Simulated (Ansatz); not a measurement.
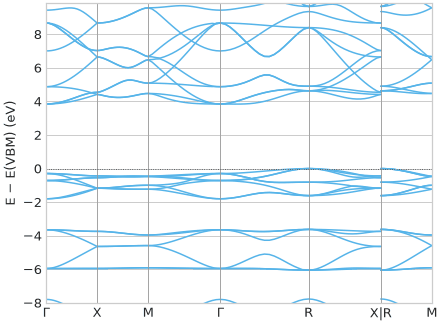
Band structure from r²SCAN (plane waves, PAW; program Ansatz)

### Question
Read off the gap and where the band edges lie.

### Answer
About 3.8 eV (3.84 eV by a search for the band edges); maximum at R, minimum on the Γ–R line, 19 % of the way from Γ.

### Question
Which of these materials gives this?
(A) SiO2, Pn-3m (Si on 2a, O on 4b)
(B) C, Pn-3m (C on 2a, C on 8e)
(C) SiC4, Pn-3m (Si on 2a, C on 8e)
(D) HfSO, P2_13 (Hf on 4a, S on 4a, O on 4a)

### Answer
C, SiC4, Pn-3m (Si on 2a, C on 8e)

The start of the workflow was typed in or built on a structure type; neither database checked (COD, Materials Project) lists it. Its standing as an ambient phase is unchecked. Symmetry was held in the r²SCAN relaxation; whether a distortion lowers the energy is not shown. Its formation energy is positive at this level, so the cell may be metastable or incomplete.

Potentials: the earlier of the program's two PAW sets.
